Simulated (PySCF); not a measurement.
**What a change does: NMR shielding calculation on CH3Cl3Si**

System: CH3Cl3Si.
Method of run 1: GIAO PBE0/pcSseg-1 NMR shielding, non-relativistic, gas phase (PySCF 2.14.0).

The geometry comes from this level: GFN2-xTB. Text and figures count atoms from 1; the logs count them from 0 in places.

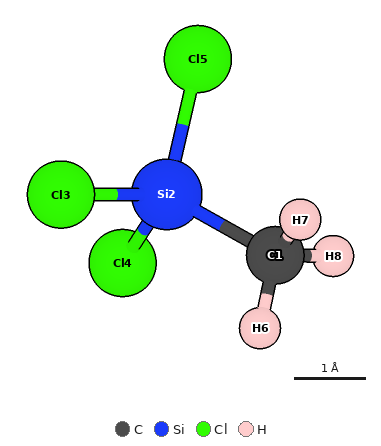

Fig. 1: The structure (ball-and-stick view, seen at a tilt; atoms are numbered from 1 in the order of the input).

**The input, run 1**
```
{"job": {"kind": "nmr", "xc": "PBE0", "basis": "pcSseg-1", "pop": false}, "charge": 0, "multiplicity": 1}
C     -1.039735     0.131835    -0.157381
Si     0.828181    -0.095912     0.102322
Cl     1.740862     1.707171     0.184266
Cl     1.615182    -1.160525    -1.426827
Cl     1.172995    -1.082356     1.834134
H     -1.246542     0.660957    -1.083442
H     -1.483992     0.702295     0.653507
H     -1.550722    -0.825814    -0.204839
```

The first line tells a small driver script what to run in PySCF; the rest is the geometry in Å.

Command:
```bash
OMP_NUM_THREADS=1 python <driver script> task.json out
```

Hardware: 1 CPU thread, shared host.

**Output (run 1)**
```
coarse grid: 9448 points
cycle   1  E = -1709.3985364819  dE =  4.993e-01  |g| = 4.565e-01  |ddm| = 2.657e+00
cycle   2  E = -1709.3797104758  dE =  1.883e-02  |g| = 5.471e-01  |ddm| = 1.029e+00
cycle   3  E = -1709.4531839953  dE = -7.347e-02  |g| = 4.242e-02  |ddm| = 5.806e-01
cycle   4  E = -1709.4535693458  dE = -3.854e-04  |g| = 1.742e-02  |ddm| = 5.493e-02
cycle   5  E = -1709.4536461949  dE = -7.685e-05  |g| = 4.536e-03  |ddm| = 2.064e-02
cycle   6  E = -1709.4536513132  dE = -5.118e-06  |g| = 9.937e-04  |ddm| = 5.263e-03
final grid: 74488 points
cycle   7  E = -1709.4784418255  dE = -2.599e-05  |g| = 6.289e-03  |ddm| = 1.367e-02
cycle   8  E = -1709.4784398147  dE =  2.011e-06  |g| = 6.221e-03  |ddm| = 9.110e-03
cycle   9  E = -1709.4784491844  dE = -9.370e-06  |g| = 8.029e-04  |ddm| = 5.297e-03
cycle  10  E = -1709.4784493091  dE = -1.247e-07  |g| = 1.194e-04  |ddm| = 7.732e-04
cycle  11  E = -1709.4784493122  dE = -3.094e-09  |g| = 3.736e-05  |ddm| = 1.636e-04
cycle  12  E = -1709.4784493125  dE = -3.229e-10  |g| = 7.909e-06  |ddm| = 4.621e-05
converged SCF energy = -1709.4784493125

GIAO shielding tensors (ppm)
atom      isotropic    diamagn.    paramagn.     s11        s22        s33       span
  0 C      172.991     255.177     -82.186    162.709    162.748    193.517     30.808
  1 Si     318.458     874.963    -556.505    311.613    311.707    332.053     20.440
  2 Cl     813.086    1147.479    -334.393    701.859    778.818    958.582    256.722
  3 Cl     813.168    1147.474    -334.306    702.014    778.825    958.664    256.651
  4 Cl     813.103    1147.502    -334.399    701.832    778.829    958.647    256.816
  5 H       30.873      30.285       0.588     26.738     28.412     37.469     10.731
  6 H       30.872      30.316       0.556     26.733     28.406     37.477     10.743
  7 H       30.871      30.310       0.561     26.734     28.405     37.474     10.740
```

The input of run 2 differs as follows (lines with − go, lines with + come):
```diff
-C     -1.039735     0.131835    -0.157381
-Si     0.828181    -0.095912     0.102322
-Cl     1.740862     1.707171     0.184266
-Cl     1.615182    -1.160525    -1.426827
-Cl     1.172995    -1.082356     1.834134
-H     -1.246542     0.660957    -1.083442
-H     -1.483992     0.702295     0.653507
-H     -1.550722    -0.825814    -0.204839
+C      0.003298     1.553208     0.144705
+Si     1.213468     0.150066    -0.311993
+Cl     3.124168     0.831182    -0.486222
+Cl     0.552243    -0.770440    -2.014783
+Cl     1.241870    -1.234599     1.169976
+H     -0.056211     2.344974    -0.608511
+H      0.285562     2.021334     1.072561
+H     -0.976619     1.125544     0.261467
```

What does this change do to the results?

With the same method and basis, run 2 lies 0.6 kcal/mol higher. The LUMO goes from 0.32 to 0.07 eV. The dipole moment goes from 1.99 to 2.06 D. Of all shieldings, the largest change is that of Cl5, by −10.0 ppm. The number of SCF iterations is the same.

**Output (run 2)**
```
coarse grid: 9448 points
cycle   1  E = -1709.3945931851  dE =  4.651e-01  |g| = 4.645e-01  |ddm| = 2.648e+00
cycle   2  E = -1709.3723103302  dE =  2.228e-02  |g| = 5.666e-01  |ddm| = 1.064e+00
cycle   3  E = -1709.4517634735  dE = -7.945e-02  |g| = 4.341e-02  |ddm| = 6.056e-01
cycle   4  E = -1709.4521628193  dE = -3.993e-04  |g| = 1.800e-02  |ddm| = 5.580e-02
cycle   5  E = -1709.4522454117  dE = -8.259e-05  |g| = 4.632e-03  |ddm| = 2.128e-02
cycle   6  E = -1709.4522507753  dE = -5.364e-06  |g| = 1.010e-03  |ddm| = 5.412e-03
final grid: 74488 points
cycle   7  E = -1709.4775555685  dE = -2.638e-05  |g| = 6.213e-03  |ddm| = 1.347e-02
cycle   8  E = -1709.4775535519  dE =  2.017e-06  |g| = 6.148e-03  |ddm| = 9.115e-03
cycle   9  E = -1709.4775627317  dE = -9.180e-06  |g| = 7.966e-04  |ddm| = 5.271e-03
cycle  10  E = -1709.4775628542  dE = -1.225e-07  |g| = 1.133e-04  |ddm| = 7.608e-04
cycle  11  E = -1709.4775628569  dE = -2.744e-09  |g| = 3.772e-05  |ddm| = 1.583e-04
cycle  12  E = -1709.4775628573  dE = -3.392e-10  |g| = 8.151e-06  |ddm| = 4.671e-05
converged SCF energy = -1709.4775628573

GIAO shielding tensors (ppm)
atom      isotropic    diamagn.    paramagn.     s11        s22        s33       span
  0 C      172.616     255.250     -82.634    161.144    162.815    193.889     32.746
  1 Si     314.958     874.949    -559.991    304.843    307.674    332.356     27.513
  2 Cl     806.430    1146.121    -339.690    689.301    769.247    960.743    271.443
  3 Cl     804.962    1148.080    -343.118    689.331    762.527    963.029    273.698
  4 Cl     803.091    1148.504    -345.413    685.136    769.605    954.532    269.396
  5 H       30.562      28.943       1.619     26.527     27.865     37.294     10.767
  6 H       31.097      29.895       1.202     26.856     28.675     37.760     10.904
  7 H       31.156      32.253      -1.098     27.002     29.006     37.459     10.457
```

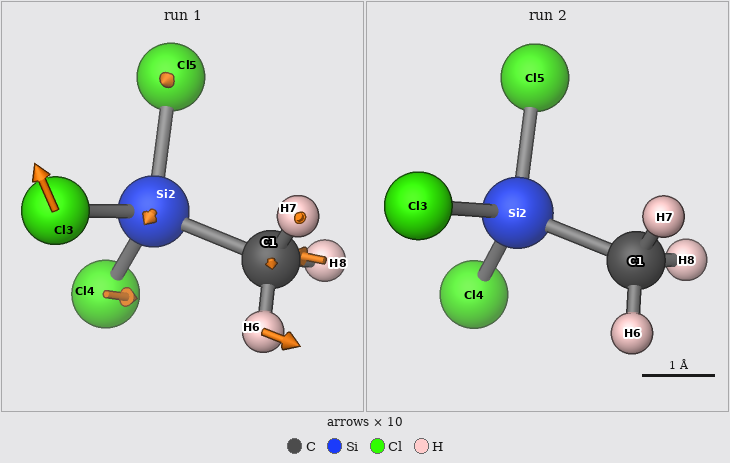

Fig. 2: The two input geometries at one scale (ball-and-stick view, seen at a tilt). The orange arrows on the first give the shifts of the atoms after the best rigid fit, magnified 10 times. The atom that moves furthest after the best rigid fit is Cl3 (0.076 Å). Largest moves by element: Cl 0.076 Å, H 0.063 Å, Si 0.029 Å, C 0.017 Å. Among the contacts that change: Si2–Cl4 2.023 → 2.045 Å, Si2–Cl3 2.023 → 2.036 Å, C1–H7 1.086 → 1.077 Å, C1–Si2 1.900 → 1.908 Å.

**The two runs side by side**

| quantity | run 1 | run 2 |
| --- | --- | --- |
| outcome | converged | converged |
| total energy (hartree) | −1709.478449 | −1709.477563 |
| HOMO (eV) | −9.35 | −9.34 |
| LUMO (eV) | 0.32 | 0.07 |
| dipole moment (D) | 1.99 | 2.06 |
| shielding of C1 (ppm) | 173.0 | 172.6 |
| shielding of Si2 (ppm) | 318.5 | 315.0 |
| shielding of Cl3 (ppm) | 813.1 | 806.4 |
| shielding of Cl4 (ppm) | 813.2 | 805.0 |
| shielding of Cl5 (ppm) | 813.1 | 803.1 |
| shielding of H6 (ppm) | 30.9 | 30.6 |
| shielding of H8 (ppm) | 30.9 | 31.2 |
| SCF iterations | 12 | 12 |
| basis functions | 128 | 128 |
| wall time (shared host) | 12 s | 8.3 s |
